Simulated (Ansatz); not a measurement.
Start from Rh in the fcc (Cu type) structure (space group Fm-3m, No. 225; a = 3.8015 Å; relaxed with 0.1 eV smearing). Axes: x, y, z lie along the cube axes.

Structures relaxed with r2SCAN/PAW in Ansatz (a quantum-chemistry and plane-wave program), without spin-orbit coupling.

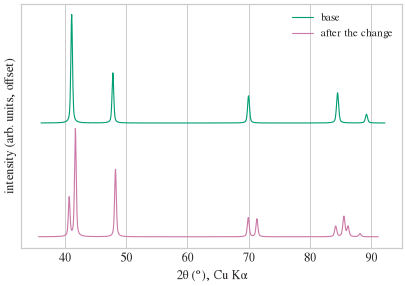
*Simulated powder patterns before (top) and after one change*

Question: Name the change that was made.
A) biaxial strain −2.50 %, plane normal [111], relaxed out of plane
B) biaxial strain −0.83 %, plane normal [111], relaxed out of plane
C) biaxial strain −1.67 %, plane normal [111], relaxed out of plane

Answer: C, biaxial strain −1.67 %, plane normal [111], relaxed out of plane. Its volume per atom is 13.41 Å³ against 13.73 Å³, and its space group is R-3m (No. 166).

Whether these cells are dynamically stable was not tested. All final runs are without spin polarisation.
